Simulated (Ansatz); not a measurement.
Electronic density of states of amorphous Si$_{30}$C$_{12}$N$_{24}$, density 2.75 g/cm³, on a 2×2×2 Γ-centred mesh with a Gaussian width of 0.1 eV; energies count from the Fermi level, whose place inside the gap is arbitrary. Cell and mesh are small, so fine structure isn't converged. Level of theory: PBE, scalar-relativistic without spin-orbit coupling (plane waves to 420 eV, PAW; Ansatz, a program for electronic structure). Sampling: a 2×2×2 Γ-centred mesh; Fermi-Dirac width 0.02 eV; no spin polarisation.

It comes from a melt-quench run on a machine-learned potential (CHGNet), relaxed afterwards by DFT. N atoms were pushed apart under 1.9 Å during the dynamics, to hinder bonds among them. The hot cell started wider than the set density and was brought back towards it in steps. It is the lowest in DFT energy of 8 quenches. It is a model cell: composition and starting density were chosen by hand, and all elements were melted together. No dispersion term was used. Its density started from a set value of 2.88 and ended at 2.75 g/cm³. The simulated quench (nominally 200 K/ps over its main leg) is rapid and tends to freeze in more defects than a deposited or slowly cooled glass has. One small periodic cell is one sample of the glass; other quenches scatter about these values. Volume and shape were free in the relaxation. Stress components on the final sampling reach 3.2 GPa. On a 2×2×2 Γ-centred mesh force components of up to 0.31 eV/Å stay, since the relaxation ran on the zone centre alone. Cycles of charging lowered its energy after that relaxation.

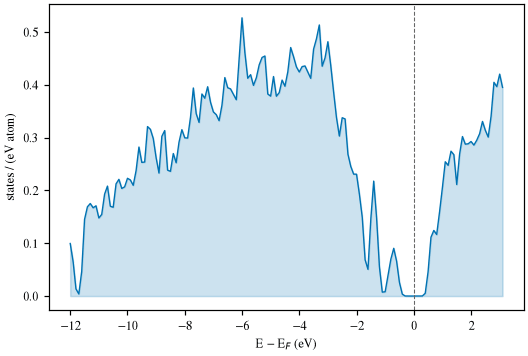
Density of states per atom

The gap on this mesh is 1.11 eV; the broadening fills part of it in the curve.
